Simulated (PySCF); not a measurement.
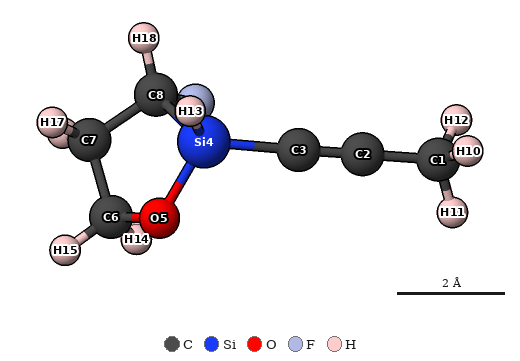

The structure as given in the input (ball-and-stick view, seen on its broad side; atoms are numbered from 1 in the order of the input).

## Two runs on C6H9FOSi

System: C6H9FOSi.
Method of run A: GIAO PBE0/pcSseg-1 NMR shielding, non-relativistic, IEF-PCM acetonitrile (PySCF 2.14.0).

The geometry comes from this level: PBE0-D3(BJ)/def2-SVP. Text and figures count atoms from 1; the logs count them from 0 in places.

Input file, run A:
```
{"job": {"kind": "nmr", "xc": "PBE0", "basis": "pcSseg-1", "solvent": "acetonitrile", "pop": false}, "charge": 0, "multiplicity": 1}
C      3.909905     0.376156    -0.546747
C      2.486616     0.639497    -0.471677
C      1.287432     0.848848    -0.403221
Si    -0.495172     1.183486    -0.337634
O     -1.173237     0.927014     1.178064
C     -2.124730    -0.120955     1.187292
C     -2.704072    -0.264832    -0.221877
C     -1.548261    -0.160387    -1.205143
F     -0.837209    -1.354180    -1.211113
H      4.477716     1.305066    -0.710880
H      4.270227    -0.083211     0.386890
H      4.136909    -0.314723    -1.373631
H     -0.763516     2.575862    -0.793315
H     -1.640468    -1.065333     1.494632
H     -2.906077     0.113416     1.927383
H     -3.256023    -1.209426    -0.354809
H     -3.403985     0.565890    -0.418777
H     -1.891566     0.044043    -2.231934
```

The first line tells a small driver script what to run in PySCF; the rest is the geometry in Å.

Launched with:
```bash
OMP_NUM_THREADS=1 python <driver script> task.json out
```

Hardware: 1 CPU thread, shared host.

Output (run A):
```
coarse grid: 15896 points
cycle   1  E = -697.7782218735  dE =  1.127e+00  |g| = 8.053e-01  |ddm| = 4.104e+00
cycle   2  E = -697.6531529481  dE =  1.251e-01  |g| = 1.172e+00  |ddm| = 1.743e+00
cycle   3  E = -697.8946470746  dE = -2.415e-01  |g| = 1.277e-01  |ddm| = 1.184e+00
cycle   4  E = -697.8977926525  dE = -3.146e-03  |g| = 4.504e-02  |ddm| = 1.439e-01
cycle   5  E = -697.8981560901  dE = -3.634e-04  |g| = 2.208e-02  |ddm| = 4.666e-02
cycle   6  E = -697.8982625485  dE = -1.065e-04  |g| = 5.993e-03  |ddm| = 1.831e-02
cycle   7  E = -697.8982704937  dE = -7.945e-06  |g| = 1.702e-03  |ddm| = 5.062e-03
final grid: 150336 points
cycle   8  E = -697.9706166002  dE = -3.154e-05  |g| = 1.153e-02  |ddm| = 4.214e-02
cycle   9  E = -697.9705886551  dE =  2.795e-05  |g| = 1.711e-02  |ddm| = 2.052e-02
cycle  10  E = -697.9706425477  dE = -5.389e-05  |g| = 1.425e-03  |ddm| = 1.257e-02
cycle  11  E = -697.9706429725  dE = -4.248e-07  |g| = 2.275e-04  |ddm| = 1.362e-03
cycle  12  E = -697.9706429775  dE = -4.992e-09  |g| = 1.702e-04  |ddm| = 3.049e-04
cycle  13  E = -697.9706429843  dE = -6.780e-09  |g| = 4.305e-05  |ddm| = 1.474e-04
cycle  14  E = -697.9706429847  dE = -4.088e-10  |g| = 1.199e-05  |ddm| = 4.506e-05
converged SCF energy = -697.9706429847

GIAO shielding tensors (ppm)
atom      isotropic    diamagn.    paramagn.     s11        s22        s33       span
  0 C      179.331     251.452     -72.122    169.314    169.961    198.717     29.403
  1 C       63.987     275.431    -211.444    -37.208    -30.064    259.233    296.442
  2 C      105.810     255.759    -149.949     19.666     26.188    271.575    251.909
  3 Si     366.044     881.656    -515.613    310.808    354.940    432.383    121.574
  4 O      293.634     398.714    -105.080    255.065    286.365    339.473     84.408
  5 C      116.341     242.761    -126.420     77.306    102.645    169.074     91.768
  6 C      145.773     253.740    -107.967    134.489    147.049    155.781     21.293
  7 C       95.853     248.551    -152.698     58.021     77.679    151.860     93.838
  8 F      429.065     478.783     -49.719    373.498    436.094    477.603    104.105
  9 H       29.049      24.267       4.782     24.107     26.984     36.054     11.947
 10 H       29.003      28.672       0.331     24.058     27.202     35.749     11.691
 11 H       29.053      27.840       1.213     23.990     27.361     35.808     11.818
 12 H       26.376      28.842      -2.466     22.411     24.715     32.002      9.591
 13 H       27.142      30.462      -3.320     23.022     25.685     32.719      9.698
 14 H       27.022      27.286      -0.264     22.052     25.834     33.179     11.128
 15 H       28.895      28.666       0.229     25.049     26.432     35.205     10.156
 16 H       29.440      28.846       0.594     25.071     26.960     36.290     11.220
 17 H       26.298      29.430      -3.132     22.686     25.795     30.412      7.726
```

For run B the input was changed thus:
```diff
-"solvent": "acetonitrile"
-"pop": false
+"solvent": "acetone"
+"pop": true
```

Predict how the results change.

The total energy of run B is 0.25 kcal/mol higher: the change of the electrostatic solvation energy at this fixed geometry, without cavity or dispersion terms. Of all shieldings, the largest change is that of F9, by −0.2 ppm. The number of SCF iterations is the same.

Output (run B):
```
coarse grid: 15896 points
cycle   1  E = -697.7775425834  dE =  1.127e+00  |g| = 8.058e-01  |ddm| = 4.104e+00
cycle   2  E = -697.6514180320  dE =  1.261e-01  |g| = 1.175e+00  |ddm| = 1.750e+00
cycle   3  E = -697.8942136427  dE = -2.428e-01  |g| = 1.282e-01  |ddm| = 1.189e+00
cycle   4  E = -697.8973836804  dE = -3.170e-03  |g| = 4.560e-02  |ddm| = 1.447e-01
cycle   5  E = -697.8977541243  dE = -3.704e-04  |g| = 2.260e-02  |ddm| = 4.726e-02
cycle   6  E = -697.8978663196  dE = -1.122e-04  |g| = 5.996e-03  |ddm| = 1.868e-02
cycle   7  E = -697.8978742426  dE = -7.923e-06  |g| = 1.718e-03  |ddm| = 5.078e-03
final grid: 150336 points
cycle   8  E = -697.9702214966  dE = -3.152e-05  |g| = 1.154e-02  |ddm| = 4.213e-02
cycle   9  E = -697.9701934241  dE =  2.807e-05  |g| = 1.713e-02  |ddm| = 2.056e-02
cycle  10  E = -697.9702474573  dE = -5.403e-05  |g| = 1.426e-03  |ddm| = 1.261e-02
cycle  11  E = -697.9702478828  dE = -4.255e-07  |g| = 2.257e-04  |ddm| = 1.366e-03
cycle  12  E = -697.9702478878  dE = -4.994e-09  |g| = 1.676e-04  |ddm| = 3.030e-04
cycle  13  E = -697.9702478944  dE = -6.555e-09  |g| = 4.366e-05  |ddm| = 1.463e-04
cycle  14  E = -697.9702478948  dE = -4.209e-10  |g| = 1.203e-05  |ddm| = 4.519e-05
converged SCF energy = -697.9702478948

GIAO shielding tensors (ppm)
atom      isotropic    diamagn.    paramagn.     s11        s22        s33       span
  0 C      179.307     251.438     -72.131    169.315    169.964    198.641     29.326
  1 C       64.179     275.437    -211.258    -36.939    -29.786    259.262    296.201
  2 C      105.713     255.752    -150.039     19.547     26.074    271.519    251.972
  3 Si     366.100     881.639    -515.539    310.932    354.964    432.405    121.473
  4 O      293.467     398.653    -105.186    254.771    286.221    339.408     84.637
  5 C      116.362     242.728    -126.366     77.374    102.664    169.048     91.674
  6 C      145.757     253.746    -107.989    134.475    147.061    155.735     21.260
  7 C       95.921     248.520    -152.598     58.134     77.765    151.866     93.732
  8 F      428.827     478.753     -49.926    373.257    435.841    477.382    104.125
  9 H       29.059      24.286       4.773     24.119     27.000     36.058     11.939
 10 H       29.010      28.688       0.322     24.066     27.212     35.750     11.684
 11 H       29.061      27.856       1.205     23.999     27.374     35.809     11.810
 12 H       26.378      28.842      -2.465     22.413     24.719     32.001      9.588
 13 H       27.141      30.455      -3.314     23.024     25.682     32.717      9.692
 14 H       27.029      27.291      -0.262     22.060     25.843     33.184     11.123
 15 H       28.902      28.675       0.227     25.060     26.440     35.205     10.145
 16 H       29.456      28.867       0.589     25.090     26.978     36.299     11.210
 17 H       26.313      29.446      -3.133     22.699     25.814     30.426      7.727
```

The two runs side by side:

```csv
quantity,run A,run B
outcome,converged,converged
total energy (hartree),−697.970643,−697.970248
HOMO (eV),−7.65,−7.64
LUMO (eV),−0.34,−0.33
dipole moment (D),1.32,1.31
shielding of C1 (ppm),179.3,179.3
shielding of C2 (ppm),64.0,64.2
shielding of C3 (ppm),105.8,105.7
shielding of Si4 (ppm),366.0,366.1
shielding of O5 (ppm),293.6,293.5
shielding of C8 (ppm),95.9,95.9
shielding of F9 (ppm),429.1,428.8
SCF iterations,14,14
basis functions,205,205
wall time (shared host),68 s,71 s
```
